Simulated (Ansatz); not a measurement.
# Fields on a plane of Ga (space group Cmce)

```yaml
crystal:
  lattice:
    - [2.21276, -3.74268, 0.00000]
    - [2.21276, 3.74268, 0.00000]
    - [0.00000, 0.00000, 4.43541]
  atoms:
    - { symbol: Ga, position: [0.15603, 0.84397, 0.91522] }
    - { symbol: Ga, position: [0.84397, 0.15603, 0.08478] }
    - { symbol: Ga, position: [0.34397, 0.65603, 0.41522] }
    - { symbol: Ga, position: [0.65603, 0.34397, 0.58478] }
```

The slice is a (010) plane (indices of the conventional cell) through the point (0.844, 0.156, 0.085) (fractional), spanned by u = [110] and v = [001] in vectors of this cell: u (4.43 Å) and v (4.44 Å, at 90° to u). It covers one period; positions are fractions (u, v).

Atoms on it: Ga at (0.00, 0.00); Ga at (0.50, 0.33).

Method: LDA (plane waves to 420 eV, PAW, scalar-relativistic; Ansatz, an electronic-structure program). k mesh 12×12×11. Inside the PAW spheres the values are not all-electron values, and peaks at nuclei hang on which shells count as valence. Ga was relaxed with its symmetry unable to fall.

```
|987532110000000001123578|
|775422100000000000122457|
|554321100000000000112345|
|332211000000000000011223|
|222110000000000000001122|
|111100000000000000000111|
|110000000000000000000001|
|000000000000000000000000|
|000000000000100000000000|
|000000000111111100000000|
|000000001122222110000000|
|000000011223332211000000|
|000000112344544321100000|
|000000122457775422100000|
|000001123478987432110000|
|000011123579997532111000|
|111111123578987532111111|
|111111123457775432111111|
|222111122345554322111122|
|333221112233333221112233|
|554322111122222111122345|
|775432111111111111123457|
|987532111111111111123578|
|997532111000000011123579|
```
Scale: ten equal steps from -1.03 (start of '0') to 1.71 (end of '9'), in the order '0123456789'. Values: log₁₀ of the valence density in e/Å³. The map has 24 points along u (one character each, u = 0 at the left) and 24 along v (v = 0 in the bottom row). The scale is logarithmic, as a density can span decades between atoms and voids.

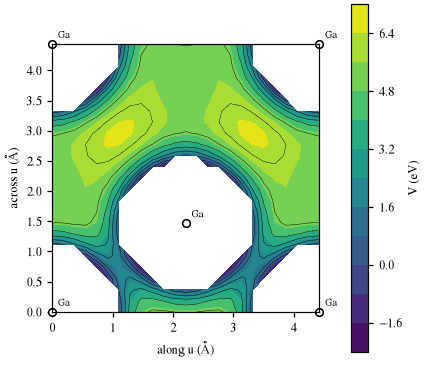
Figure: Electrostatic potential energy of an electron, from the cell's mean, in eV, one period of the plane, atoms marked. Points within 1 Å of a nucleus are left white, as the pseudised field means little there. Values under -2 eV are set to -2. The zero, the cell's mean, hangs on the PAW cores.

| Item | Value |
|---|---|
| Density on the Ga–Ga line (2.65 Å) at its midpoint | 0.28 e/Å³ |
| ELF at that point | 0.45 |
